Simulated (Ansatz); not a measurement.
**Na2Te (anti-fluorite), energy over volume and axial ratio**

Na2Te (anti-fluorite)

```cif
data_Na8Te4
_chemical_formula_sum 'Na8 Te4'
_space_group_name_H-M_alt 'Fm-3m'
_space_group_IT_number 225
_space_group_name_Hall '-F 4 2 3'
_cell_length_a 7.27865
_cell_length_b 7.27865
_cell_length_c 7.27865
_cell_angle_alpha 90.000
_cell_angle_beta 90.000
_cell_angle_gamma 90.000
loop_
_atom_site_label
_atom_site_type_symbol
_atom_site_symmetry_multiplicity
_atom_site_Wyckoff_symbol
_atom_site_fract_x
_atom_site_fract_y
_atom_site_fract_z
_atom_site_occupancy
Na1 Na 8 c 0.25000 0.25000 0.25000 1
Te1 Te 4 a 0.00000 0.00000 0.00000 1
```
(The calculation used a cell of 3 atoms; values per cell refer to that cell.)

The relaxed cell is deformed in two ways at once: its volume V is scaled, and at that volume it is stretched along z (the c axis of the conventional cell) so that c/a changes. Fractional atomic positions are held.

All values below come from r2SCAN (plane waves to 500 eV, PAW, scalar-relativistic; Ansatz, a first-principles code). k mesh 8×8×8 (Γ-centred), Fermi-Dirac smearing 0.05 eV. E stands for the smeared free energy. Na2Te was relaxed with its symmetry unable to fall. Spin-orbit coupling is left out, though Te is heavy. The zero of ΔE is the relaxed starting cell.

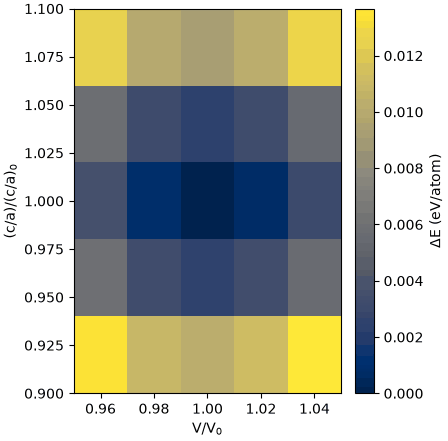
Figure: ΔE (eV/atom) over the 5×5 grid of computed points.

The shear modulus C′ = (C11 − C12)/2 (fit, atoms clamped) is 11.3 GPa. Lowest place on the grid: V/V₀ = 1.000, (c/a)/(c/a)₀ = 1.000 (0.0 meV/atom). Highest place on the grid: V/V₀ = 1.040, (c/a)/(c/a)₀ = 0.920 (13.7 meV/atom).

Near the relaxed cell σzz − σxx = −2Cδ (compression positive), C being this modulus and δ the logarithm of the ratio.

(Under strain, the slope of the energy per volume gives the stress and its curvature an elastic modulus.)
